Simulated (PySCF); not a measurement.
C3H10F2OSi2 (SMILES CC(C)O[SiH2][SiH](F)F)

Input

```
{"job": {"kind": "nmr", "xc": "PBE0", "basis": "pcSseg-1"}, "charge": 0, "multiplicity": 1}
C     -1.841258     0.586727    -1.056965
C     -1.206677    -0.437190    -0.123256
C     -1.954999    -0.529535     1.202024
O      0.123847    -0.075396     0.151892
Si     1.465345    -0.340904    -0.704748
Si     3.035101     0.600839     0.644191
F      4.246335     1.058300    -0.308706
F      3.797732    -0.505426     1.526109
H     -1.819898     1.569334    -0.591824
H     -1.286679     0.630889    -1.990563
H     -2.872027     0.316314    -1.268113
H     -1.208314    -1.420554    -0.613213
H     -1.969310     0.444016     1.685605
H     -1.456434    -1.235531     1.861146
H     -2.975995    -0.860277     1.034504
H      1.632923    -1.781014    -0.981908
H      1.406342     0.273581    -2.044759
H      2.875208     1.712144     1.566927
```

Run with:

```sh
OMP_NUM_THREADS=1 python probes_run.py task.json out
```

Geometry: GFN2-xTB.

Computed with PBE0/pcSseg-1, SCF density, gas phase, non-relativistic in PySCF 2.14.0.

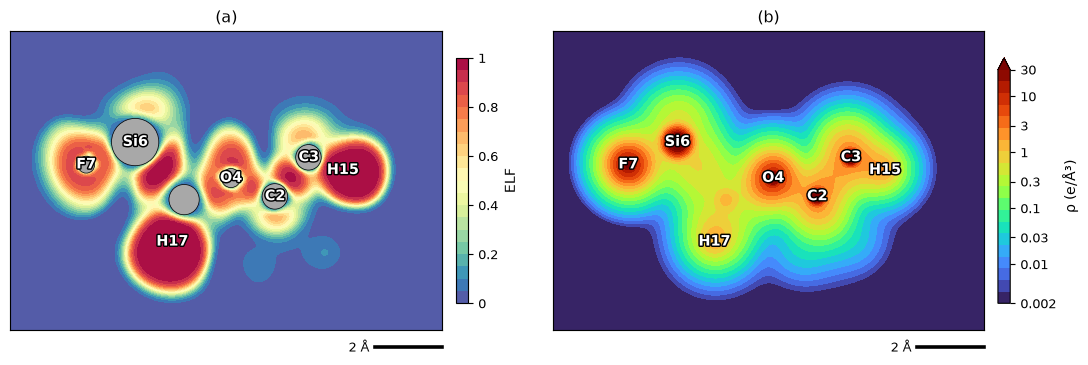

Figure 1. (a) electron localisation function; (b) total electron density on the plane of atoms C3, C2 and O4. Grey discs cover the atomic cores in the ELF map.

Q: Interpret the plot.

A:
- The section cuts through C, O, Si, F and H sites.
- C–O (1.41 Å): the density is about 2 e/Å³ at the midpoint, with its minimum of 1.7 e/Å³ about 0.5 Å from C; the ELF peaks at about 0.90 between the atoms: a shared but strongly polarised pair.
- C–C (1.52 Å): the density is about 1.7 e/Å³ at the midpoint; the ELF peaks at about 0.95 between the atoms (localised, covalent bonding).
- Si–F (1.61 Å): the density is about 1.1 e/Å³ at the midpoint; the ELF peaks at about 0.85 in the valence shell of F, 0.5 Å from its nucleus, and is about 0.50 at the midpoint.
- C–H (1.09 Å): ρ is about 2 e/Å³ halfway; the ELF climbs to about 1 towards the hydrogen, as it does in any bond to H; an ordinary covalent bond to hydrogen.
- The ELF also peaks beside F7 and O4, away from the bonds: lone-pair regions.

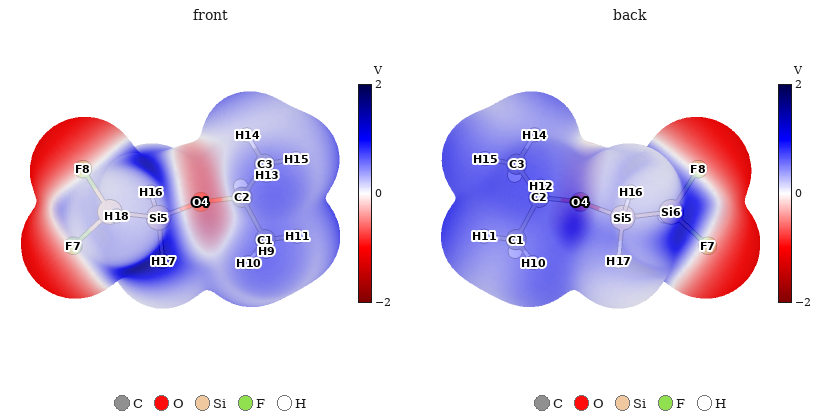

Figure 2. The electrostatic potential painted on the density surface at 0.001 e/bohr³, seen from the front and from behind; red is negative and blue positive.

Q: Where is the surface potential most negative and most positive?

A: The most negative region (about −1.1 V) lies over F7 and F8, the most positive (about +1.4 V) over Si6.

Q: What dipole moment does the calculation give?

A: Its dipole moment is 3.85 D.
